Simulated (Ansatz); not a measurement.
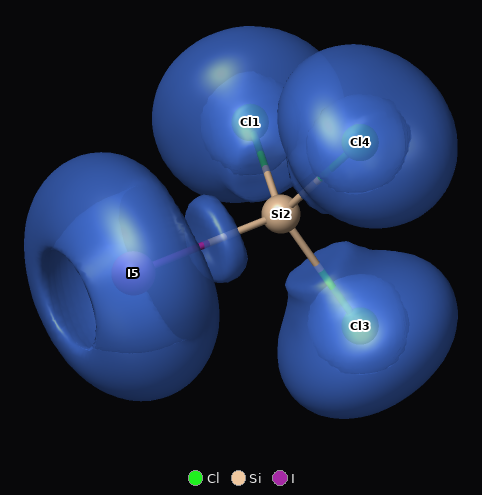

The picture shows: Cl3ISi (SMILES Cl[Si](Cl)(Cl)I). Isosurface of the ELF at 0.75 (blue), seen at an oblique angle. Core shells and regions of very low density are left out.

Geometry: PBE0-D4/def2-TZVP; core potentials replace the inner electrons of I.

Level of theory: RKS PBE0-D4/def2-TZVPP (Ansatz).

```
atom    x (Å)    y (Å)    z (Å)
  Cl  -0.8146  -0.3562   1.8377
  Si   0.0012  -0.0785   0.0029
  Cl   1.7782  -1.0504  -0.0797
  Cl  -1.2415  -0.8621  -1.3939
   I   0.3268   2.2736  -0.4084
```

Question: What do the ELF domains correspond to?

Answer: The ELF exceeds this value in one region between bonded I–Si atoms (shared pairs), three regions on Cl in which the atom's valence shell and bonds are merged and one ring or bowl of non-bonding electrons around I.

Values along the shortest contacts:
Si–Cl (2.03 Å): the ELF peaks at about 0.85 between the atoms, as expected for a shared but strongly polarised pair. Si–I (2.41 Å): the ELF peaks at about 0.90 between the atoms, as expected for a shared electron pair.
